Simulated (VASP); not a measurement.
Band structure of CrHgF$_{6}$ (space group R-3). Method: PBEsol GGA, VASP's PBE PAW potentials (set 64) (plane waves; VASP).

The moments were started parallel, and other spin orders were not tried in this run. Unless said otherwise, spin-orbit coupling is left out, though it shifts the bands of the heavy elements here.

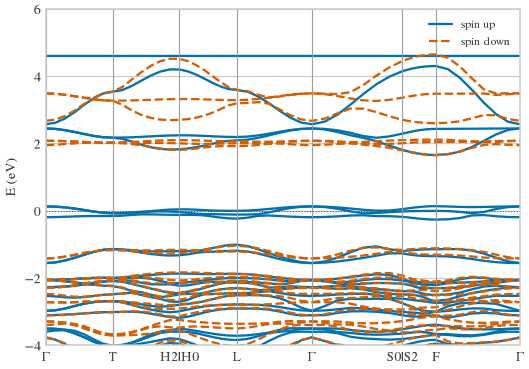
*Bands along high-symmetry lines, zero at the valence-band maximum or, without a gap, the Fermi level*

Task: Read the plot: is there a gap, and where are the band edges?

Result: It has no gap at this level: it comes out as a metal or semimetal.

The structure comes from a measured CrHgF6 entry of the Crystallography Open Database, whose conditions weren't checked. The cell was not relaxed at this level. The k-mesh is coarse (spacing up to 0.48 per Å, 2π included), so the numbers may not be converged in it.
